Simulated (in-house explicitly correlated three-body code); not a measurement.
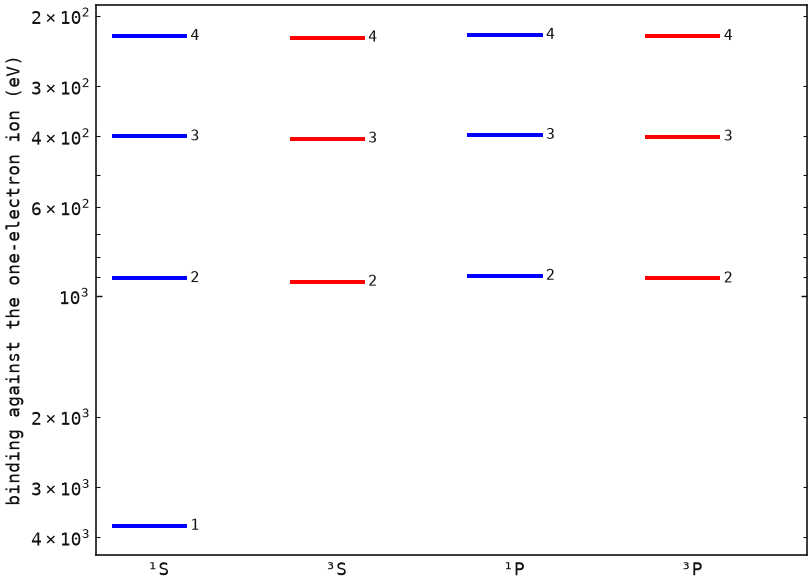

Two electrons around a point charge Z = 17.22. Computed variationally in 260 exponentially correlated functions with an in-house code, non-relativistic, converged to about 10⁻⁸ of the energy. The plot shows the bound S and P states that converged, by term and principal number n, on a logarithmic scale of binding.

Q: How do singlets and triplets lie?

A: The ground state is bound by 3746 eV. The n = 2 states drawn run, from the deepest, 2 ³S (921.9 eV), 2 ³P (904.9 eV), 2 ¹S (903.1 eV), 2 ¹P (891.1 eV). Exchange puts 2 ³S below 2 ¹S by 18.8 eV and 2 ³P below 2 ¹P by 13.8 eV. Quantum defects n − (Z − 1)/√(2 E(binding)): 2 ³S 0.029, 2 ³P 0.011, 2 ¹S 0.009, 2 ¹P −0.004.
